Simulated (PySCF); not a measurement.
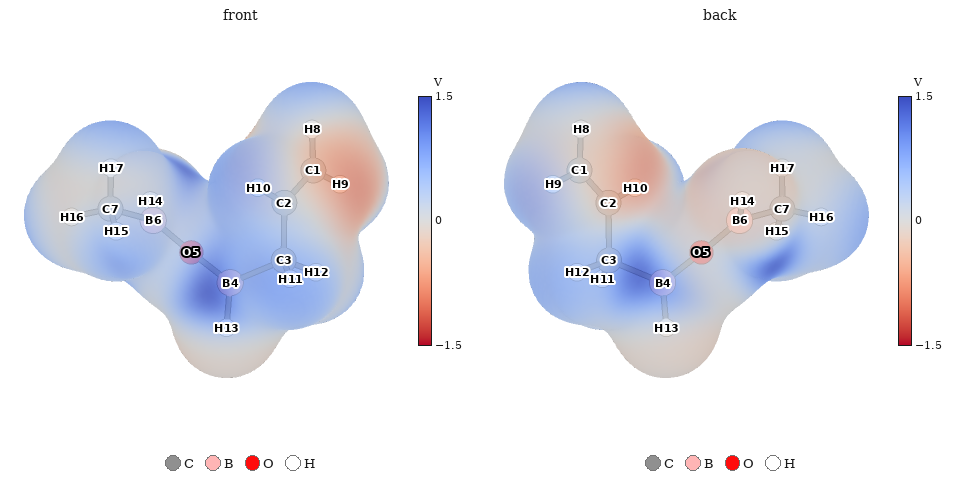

*C₄H₁₀B₂O (SMILES C=CCBOBC). The molecular electrostatic potential painted on the density surface at 0.002 e/bohr³, seen from the front and from behind; red is negative and blue positive.*

Geometry: GFN2-xTB.

These are results of CAM-B3LYP/def2-SVPD, SCF density, gas phase (PySCF), not measurements.

```yaml
atoms:
  - { symbol: C, position_ang: [-2.4718, 0.4754, 1.1068] }
  - { symbol: C, position_ang: [-1.7256, 0.4477, 0.0175] }
  - { symbol: C, position_ang: [-1.5205, -0.7537, -0.8433] }
  - { symbol: B, position_ang: [-0.0254, -1.3494, -0.7930] }
  - { symbol: O, position_ang: [0.9047, -0.7912, -0.0817] }
  - { symbol: B, position_ang: [1.8076, -0.1751, 0.6253] }
  - { symbol: C, position_ang: [2.7249, 0.9592, -0.0192] }
  - { symbol: H, position_ang: [-2.5747, 1.3610, 1.7113] }
  - { symbol: H, position_ang: [-3.0173, -0.3927, 1.4408] }
  - { symbol: H, position_ang: [-1.1872, 1.3357, -0.2906] }
  - { symbol: H, position_ang: [-1.7504, -0.4967, -1.8814] }
  - { symbol: H, position_ang: [-2.2248, -1.5375, -0.5556] }
  - { symbol: H, position_ang: [0.2276, -2.3252, -1.4112] }
  - { symbol: H, position_ang: [1.9463, -0.4824, 1.7584] }
  - { symbol: H, position_ang: [2.5365, 1.1029, -1.0803] }
  - { symbol: H, position_ang: [3.7794, 0.7220, 0.1044] }
  - { symbol: H, position_ang: [2.5635, 1.9121, 0.4808] }
```

Which sites attract a positive test charge, and which a negative one?

Answer. A positive charge is drawn to the negative regions and a negative charge to the positive ones. The most negative region (about −0.7 V) lies over the π face of C1 and C2, the most positive (about +1.2 V) over B4 and B6.
